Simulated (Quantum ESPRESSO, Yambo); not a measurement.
# Al2O3 (Corundum): G0W0 with Yambo, start to end, part 2 of 3

How does a plane-wave GW calculation on Al2O3 (Corundum) run from the first input to the gap?

Quantum ESPRESSO 7.5 and Yambo 5.3.0; PBE and many-body steps on it, plane waves. Known limits of the many-body steps: not at the basis limit.

So far. Step 2 (Ground state): The gap is direct, at Γ. The pressure of 5 GPa says that this functional would expand the cell; it is kept.

## Step 3: Bands along the symmetry lines

Level of this step: DFT, PBE, plane waves, norm-conserving pseudopotentials (Quantum ESPRESSO).

The cheap functional maps the bands first; the places of the edges decide which points the dearer methods must see.

Contents of pw.in:

```
&control
  calculation = 'bands'
  prefix = 'x'
  outdir = 'o'
  pseudo_dir = 'pseudo'
/
&system
  ibrav = 0
  nat = 10
  ntyp = 2
  ecutwfc = 72.0
  nbnd = 30
  force_symmorphic = .true.
/
&electrons
  conv_thr = 1e-9
  electron_maxstep = 80
  diago_full_acc = .true.
  diago_thr_init = 5e-6
/
ATOMIC_SPECIES
  Al 26.982 Al.upf
  O 15.999 O.upf
CELL_PARAMETERS angstrom
  2.3802500000 1.3742379782 4.3318666667
  -2.3802500000 1.3742379782 4.3318666667
  -0.0000000000 -2.7484759565 4.3318666667
ATOMIC_POSITIONS crystal
  Al 0.3521600000 0.3521600000 0.3521600000
  Al 0.1478400000 0.1478400000 0.1478400000
  Al 0.6478400000 0.6478400000 0.6478400000
  Al 0.8521600000 0.8521600000 0.8521600000
  O 0.5566800000 0.9433200000 0.2500000000
  O 0.2500000000 0.5566800000 0.9433200000
  O 0.9433200000 0.2500000000 0.5566800000
  O 0.4433200000 0.0566800000 0.7500000000
  O 0.7500000000 0.4433200000 0.0566800000
  O 0.0566800000 0.7500000000 0.4433200000
K_POINTS crystal
  59
  0.00000000 0.00000000 0.00000000 1
  0.06250000 0.06250000 0.06250000 1
  0.12500000 0.12500000 0.12500000 1
  0.18750000 0.18750000 0.18750000 1
  0.25000000 0.25000000 0.25000000 1
  0.31250000 0.31250000 0.31250000 1
  0.37500000 0.37500000 0.37500000 1
  0.43750000 0.43750000 0.43750000 1
  0.50000000 0.50000000 0.50000000 1
  0.53327994 0.46672006 0.50000000 1
  0.56655988 0.43344012 0.50000000 1
  0.59983982 0.40016018 0.50000000 1
  0.63311976 0.36688024 0.50000000 1
  0.66639970 0.33360030 0.50000000 1
  0.69967964 0.30032036 0.50000000 1
  0.73295958 0.26704042 0.50000000 1
  0.76623952 0.23376048 0.50000000 1
  0.50000000 -0.23376048 0.23376048 1
  0.50000000 -0.20454042 0.20454042 1
  0.50000000 -0.17532036 0.17532036 1
  0.50000000 -0.14610030 0.14610030 1
  0.50000000 -0.11688024 0.11688024 1
  0.50000000 -0.08766018 0.08766018 1
  0.50000000 -0.05844012 0.05844012 1
  0.50000000 -0.02922006 0.02922006 1
  0.50000000 0.00000000 0.00000000 1
  0.43750000 0.00000000 0.00000000 1
  0.37500000 0.00000000 0.00000000 1
  0.31250000 0.00000000 0.00000000 1
  0.25000000 0.00000000 0.00000000 1
  0.18750000 0.00000000 0.00000000 1
  0.12500000 0.00000000 0.00000000 1
  0.06250000 0.00000000 0.00000000 1
  0.00000000 0.00000000 0.00000000 1
  0.04586003 -0.04586003 0.00000000 1
  0.09172006 -0.09172006 0.00000000 1
  0.13758009 -0.13758009 0.00000000 1
  0.18344012 -0.18344012 0.00000000 1
  0.22930015 -0.22930015 0.00000000 1
  0.27516018 -0.27516018 0.00000000 1
  0.32102021 -0.32102021 0.00000000 1
  0.36688024 -0.36688024 -0.00000000 1
  0.63311976 0.00000000 0.36688024 1
  0.61647979 0.00000000 0.38352021 1
  0.59983982 0.00000000 0.40016018 1
  0.58319985 0.00000000 0.41680015 1
  0.56655988 0.00000000 0.43344012 1
  0.54991991 0.00000000 0.45008009 1
  0.53327994 0.00000000 0.46672006 1
  0.51663997 0.00000000 0.48336003 1
  0.50000000 0.00000000 0.50000000 1
  0.43750000 0.00000000 0.43750000 1
  0.37500000 0.00000000 0.37500000 1
  0.31250000 0.00000000 0.31250000 1
  0.25000000 0.00000000 0.25000000 1
  0.18750000 0.00000000 0.18750000 1
  0.12500000 0.00000000 0.12500000 1
  0.06250000 0.00000000 0.06250000 1
  0.00000000 0.00000000 0.00000000 1
```

On the command line:

```console
$ OMP_NUM_THREADS=1 mpirun -n 8 pw.x -nk 8 -in pw.in > pw.out
```

The program printed:

```text
[banner, memory and clock lines left out]
Program PWSCF v.7.5 starts

     Atomic positions and unit cell read from directory:
     o/x.save/

     Message from routine setup:
     using ibrav=0 with symmetry is DISCOURAGED, use correct ibrav instead

     G-vector sticks info

     bravais-lattice index     =            0
     lattice parameter (alat)  =       9.6947  a.u.
     unit-cell volume          =     573.7299 (a.u.)^3
     number of atoms/cell      =           10
     number of atomic types    =            2
     number of electrons       =        48.00
     number of Kohn-Sham states=           30
     kinetic-energy cutoff     =      72.0000  Ry
     charge density cutoff     =     288.0000  Ry
     Exchange-correlation= PBE
                           (   1   4   3   4   0   0   0)

     celldm(1)=   9.694717  celldm(2)=   0.000000  celldm(3)=   0.000000
     celldm(4)=   0.000000  celldm(5)=   0.000000  celldm(6)=   0.000000

     crystal axes: (cart. coord. in units of alat)
               a(1) = (   0.463966   0.267871   0.844382 )
               a(2) = (  -0.463966   0.267871   0.844382 )
               a(3) = (  -0.000000  -0.535742   0.844382 )

     reciprocal axes: (cart. coord. in units 2 pi/alat)
               b(1) = (  1.077665  0.622190  0.394766 )
               b(2) = ( -1.077665  0.622190  0.394766 )
               b(3) = (  0.000000 -1.244380  0.394766 )
     Pseudo is Norm-conserving + core correction, Zval =  3.0
     Generated using ONCVPSP code by D. R. Hamann
     Using radial grid of 1876 points,  6 beta functions with:
     Pseudo is Norm-conserving + core correction, Zval =  6.0
     Generated using ONCVPSP code by D. R. Hamann
     Using radial grid of  936 points,  5 beta functions with:
     Al                3.00    26.98200     Al( 1.00)
     O                 6.00    15.99900     O ( 1.00)

      6 Sym. Ops., with inversion, found

   Cartesian axes

     site n.     atom                  positions (alat units)
         1        Al     tau(   1) = (   0.0000000  -0.0000000   0.8920724  )
         2        Al     tau(   2) = (  -0.0000000  -0.0000000   0.3745002  )
         3        Al     tau(   3) = (   0.0000000  -0.0000000   1.6410728  )
         4        Al     tau(   4) = (   0.0000000  -0.0000000   2.1586450  )
         5        O      tau(   5) = (  -0.1793879   0.2678710   1.4776680  )
         6        O      tau(   6) = (  -0.1422891  -0.2892900   1.4776680  )
         7        O      tau(   7) = (   0.3216770   0.0214190   1.4776680  )
         8        O      tau(   8) = (   0.1793879  -0.2678710   1.0554772  )
         9        O      tau(   9) = (   0.1422891   0.2892900   1.0554772  )
        10        O      tau(  10) = (  -0.3216770  -0.0214190   1.0554772  )

     number of k points=    59
                       cart. coord. in units 2pi/alat
        k(    1) = (   0.0000000   0.0000000   0.0000000), wk =   0.0338983
        k(    2) = (   0.0000000   0.0000000   0.0740187), wk =   0.0338983
        k(    3) = (   0.0000000   0.0000000   0.1480373), wk =   0.0338983
[...]
[... 47 further rows ...]
        k(   58) = (   0.0673540  -0.0388869   0.0493458), wk =   0.0338983
        k(   59) = (   0.0000000   0.0000000   0.0000000), wk =   0.0338983

     Dense  grid:    47361 G-vectors     FFT dimensions: (  54,  54,  54)

     The potential is recalculated from file :
     o/x.save/charge-density

     Starting wfcs are   40 randomized atomic wfcs

     Band Structure Calculation

     End of band structure calculation

          k = 0.0000 0.0000 0.0000 (  5879 PWs)   bands (ev):

   -11.4506  -9.1143  -8.8348  -8.8348  -8.5172  -8.5172   0.8371   1.8374
     2.1856   2.1856   3.3123   3.4095   3.4095   4.4160   4.7721   6.2886
     6.2886   6.4231   6.4231   7.2304   7.2304   7.6741   7.6741   7.7188
    13.9851  16.9063  18.4961  19.2830  19.2831  19.4365

          k = 0.0000 0.0000 0.0740 (  5881 PWs)   bands (ev):

[...]
14.0608  16.9134  18.4732  19.2979  19.2979  19.4352

          k = 0.0000 0.0000 0.1480 (  5896 PWs)   bands (ev):

[...]
14.2730  16.9317  18.4186  19.3515  19.3516  19.4313

          k =-0.0000-0.0000 0.2221 (  5902 PWs)   bands (ev):

[...]
k =-0.0000-0.0000 0.4441 (  5893 PWs)   bands (ev):

[...]
k =-0.0000 0.0000 0.5181 (  5893 PWs)   bands (ev):

[...]
k = 0.7907-0.1252 0.1974 (  5936 PWs)   bands (ev):

[...]
k = 0.7593-0.0707 0.1974 (  5922 PWs)   bands (ev):

[...]
k = 0.7278-0.0162 0.1974 (  5928 PWs)   bands (ev):

[...]
k = 0.0988-0.0000-0.0000 (  5897 PWs)   bands (ev):

[...]
k = 0.1977-0.0000-0.0000 (  5898 PWs)   bands (ev):

[...]
k = 0.3954-0.0000-0.0000 (  5910 PWs)   bands (ev):

[...]
k = 0.4942-0.0000-0.0000 (  5906 PWs)   bands (ev):

[...]
k = 0.6919 0.0000 0.0000 (  5922 PWs)   bands (ev):

[...]
k = 0.7907-0.0000-0.0000 (  5922 PWs)   bands (ev):

[...]
k = 0.1347-0.0778 0.0987 (  5901 PWs)   bands (ev):

[...]
k = 0.0674-0.0389 0.0493 (  5900 PWs)   bands (ev):

[...]
14.1068  16.9855  18.3836  19.2102  19.4067  19.4109

          k = 0.0000 0.0000 0.0000 (  5879 PWs)   bands (ev):

[...]
2.1856   2.1856   3.3123   3.4095   3.4095   4.4160   4.7721   6.2886
     6.2886   6.4231   6.4231   7.2304   7.2304   7.6741   7.6741   7.7188
    13.9851  16.9063  18.4961  19.2830  19.2831  19.4366

     XML data file, pseudopotentials, collected wavefunctions
```

It took 14 s on 8 MPI ranks of Arm Neoverse V2, shared host; peak memory 0.66 GiB; 1.9 min of CPU time.

This step gave:

- gap: 6.266 eV
- k of the valence top: 0, 0, 0
- k of the conduction bottom: 0, 0, 0
- least direct gap: 6.266 eV

The gap is 6.266 eV, as in the run before at this level.

The electronic bands at the labelled points (eV, zero at the top of the highest filled band):

```tsv
point	band 21	band 22	band 23	band 24	band 25	band 26	band 27	band 28
Γ	-0.49	-0.04	-0.04	0.00	6.27	9.19	10.78	11.56
T	-0.38	-0.38	-0.38	-0.38	8.71	8.71	11.13	11.13
H2	-0.84	-0.84	-0.50	-0.50	9.74	9.74	10.15	10.15
jump to H0	-0.84	-0.84	-0.50	-0.50	9.74	9.74	10.15	10.15
L	-0.90	-0.90	-0.27	-0.27	9.49	9.49	9.68	9.68
Γ	-0.49	-0.04	-0.04	0.00	6.27	9.19	10.78	11.56
S0	-0.88	-0.84	-0.56	-0.28	9.54	9.57	9.78	10.26
jump to S2	-0.88	-0.84	-0.56	-0.28	9.54	9.57	9.78	10.26
F	-1.02	-0.91	-0.74	-0.25	9.68	9.76	9.95	10.44
Γ	-0.49	-0.04	-0.04	0.00	6.27	9.19	10.78	11.56
```

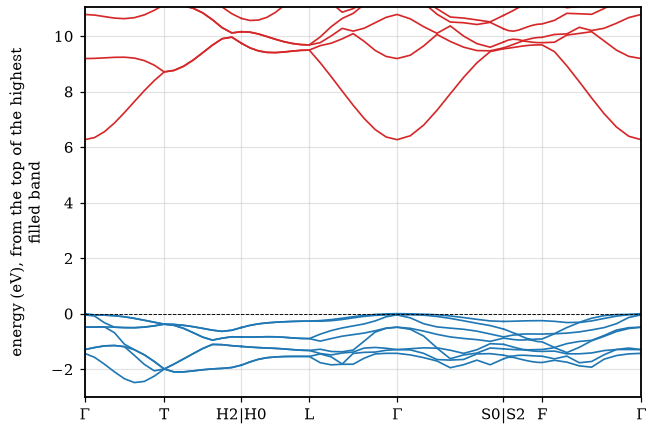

Electronic bands along the path; lines of filled and empty bands in two colours.

## Step 4: Empty states on the mesh, 4×4×4 mesh, 82 bands

The sums over transitions need many empty states on a uniform mesh; this step solves for them.

Contents of pw.in:

```
&control
  calculation = 'nscf'
  prefix = 'x'
  outdir = 'o'
  pseudo_dir = 'pseudo'
/
&system
  ibrav = 0
  nat = 10
  ntyp = 2
  ecutwfc = 72.0
  nbnd = 82
  force_symmorphic = .true.
/
&electrons
  conv_thr = 1e-9
  electron_maxstep = 80
  diago_full_acc = .true.
  diago_thr_init = 5e-6
/
ATOMIC_SPECIES
  Al 26.982 Al.upf
  O 15.999 O.upf
CELL_PARAMETERS angstrom
  2.3802500000 1.3742379782 4.3318666667
  -2.3802500000 1.3742379782 4.3318666667
  -0.0000000000 -2.7484759565 4.3318666667
ATOMIC_POSITIONS crystal
  Al 0.3521600000 0.3521600000 0.3521600000
  Al 0.1478400000 0.1478400000 0.1478400000
  Al 0.6478400000 0.6478400000 0.6478400000
  Al 0.8521600000 0.8521600000 0.8521600000
  O 0.5566800000 0.9433200000 0.2500000000
  O 0.2500000000 0.5566800000 0.9433200000
  O 0.9433200000 0.2500000000 0.5566800000
  O 0.4433200000 0.0566800000 0.7500000000
  O 0.7500000000 0.4433200000 0.0566800000
  O 0.0566800000 0.7500000000 0.4433200000
K_POINTS automatic
  4 4 4 0 0 0
```

On the command line:

```console
$ OMP_NUM_THREADS=1 mpirun -n 8 pw.x -nk 4 -in pw.in > pw.out
```

The program printed:

```text
[banner, memory and clock lines left out]
Program PWSCF v.7.5 starts

     Atomic positions and unit cell read from directory:
     o/x.save/

     Message from routine setup:
     using ibrav=0 with symmetry is DISCOURAGED, use correct ibrav instead

     bravais-lattice index     =            0
     lattice parameter (alat)  =       9.6947  a.u.
     unit-cell volume          =     573.7299 (a.u.)^3
     number of atoms/cell      =           10
     number of atomic types    =            2
     number of electrons       =        48.00
     number of Kohn-Sham states=           82
     kinetic-energy cutoff     =      72.0000  Ry
     charge density cutoff     =     288.0000  Ry
     Exchange-correlation= PBE
                           (   1   4   3   4   0   0   0)

     celldm(1)=   9.694717  celldm(2)=   0.000000  celldm(3)=   0.000000
     celldm(4)=   0.000000  celldm(5)=   0.000000  celldm(6)=   0.000000

     crystal axes: (cart. coord. in units of alat)
               a(1) = (   0.463966   0.267871   0.844382 )
               a(2) = (  -0.463966   0.267871   0.844382 )
               a(3) = (  -0.000000  -0.535742   0.844382 )

     reciprocal axes: (cart. coord. in units 2 pi/alat)
               b(1) = (  1.077665  0.622190  0.394766 )
               b(2) = ( -1.077665  0.622190  0.394766 )
               b(3) = (  0.000000 -1.244380  0.394766 )
     Pseudo is Norm-conserving + core correction, Zval =  3.0
     Generated using ONCVPSP code by D. R. Hamann
     Using radial grid of 1876 points,  6 beta functions with:
     Pseudo is Norm-conserving + core correction, Zval =  6.0
     Generated using ONCVPSP code by D. R. Hamann
     Using radial grid of  936 points,  5 beta functions with:
     Al                3.00    26.98200     Al( 1.00)
     O                 6.00    15.99900     O ( 1.00)

      6 Sym. Ops., with inversion, found

   Cartesian axes

     site n.     atom                  positions (alat units)
         1        Al     tau(   1) = (   0.0000000  -0.0000000   0.8920724  )
         2        Al     tau(   2) = (  -0.0000000  -0.0000000   0.3745002  )
         3        Al     tau(   3) = (   0.0000000  -0.0000000   1.6410728  )
         4        Al     tau(   4) = (   0.0000000  -0.0000000   2.1586450  )
         5        O      tau(   5) = (  -0.1793879   0.2678710   1.4776680  )
         6        O      tau(   6) = (  -0.1422891  -0.2892900   1.4776680  )
         7        O      tau(   7) = (   0.3216770   0.0214190   1.4776680  )
         8        O      tau(   8) = (   0.1793879  -0.2678710   1.0554772  )
         9        O      tau(   9) = (   0.1422891   0.2892900   1.0554772  )
        10        O      tau(  10) = (  -0.3216770  -0.0214190   1.0554772  )

     number of k points=    14
                       cart. coord. in units 2pi/alat
        k(    1) = (   0.0000000   0.0000000   0.0000000), wk =   0.0312500
        k(    2) = (   0.0000000  -0.3110950   0.0986915), wk =   0.1875000
        k(    3) = (   0.0000000   0.6221900  -0.1973831), wk =   0.0937500
[...]
k(   13) = (   0.0000000   0.0000000  -0.5921492), wk =   0.0312500
        k(   14) = (  -0.2694162  -0.7777375   0.0986915), wk =   0.1875000

     Dense  grid:    47361 G-vectors     FFT dimensions: (  54,  54,  54)

     The potential is recalculated from file :
     o/x.save/charge-density

     Starting wfcs are   40 randomized atomic wfcs +   42 random wfcs

     Band Structure Calculation

     End of band structure calculation

          k = 0.0000 0.0000 0.0000 (  5879 PWs)   bands (ev):

   -11.4506  -9.1143  -8.8348  -8.8348  -8.5172  -8.5172   0.8371   1.8374
     2.1856   2.1856   3.3122   3.4095   3.4095   4.4160   4.7721   6.2886
     6.2886   6.4231   6.4231   7.2304   7.2304   7.6741   7.6741   7.7188
[...]
46.5950  46.5950

          k = 0.0000-0.3111 0.0987 (  5911 PWs)   bands (ev):

[...]
46.5272  47.0675

          k = 0.0000 0.6222-0.1974 (  5936 PWs)   bands (ev):

[...]
37.6932  37.6932  38.7893  38.7893  40.3730  40.3730  40.5384  40.5384
    42.9313  42.9314  43.3330  43.3330  44.7271  44.7271  45.6981  45.6982
    46.0589  46.0589

          k =-0.2694-0.1555 0.1974 (  5916 PWs)   bands (ev):

     [... further k-points ...]

     highest occupied, lowest unoccupied level (ev):     7.7188   13.9851

     XML data file, pseudopotentials, collected wavefunctions
```

It took 12 s on 8 MPI ranks; peak memory 0.59 GiB.

Numbers from this step:

```
gap                                                           : 6.266 eV
k of the valence top                                          : 0, 0, 0
k of the conduction bottom                                    : 0, 0, 0
least direct gap                                              : 6.266 eV
k points computed                                             : 14
lowest point of the top converged band, above the valence top : 38.34 eV
```

On this mesh the gap is 6.266 eV.

[end of part 2 of 3]

[Paths, hosts, dates, memory and timing lines, banners, echoed tables and standing remarks are left out of the program output.]

[Logs are printed without paths, hosts, clocks, repeated set-up lines and the standing remarks that a program may print on its own settings, such as how far it seeks lower states.]

[Runs of the session that timed out or met a known fault of the program may be left out.]

[Hosts, paths, dates, database ids (printed as entryN), source tags and the programs' standing remarks are cut or masked in the printed files.]
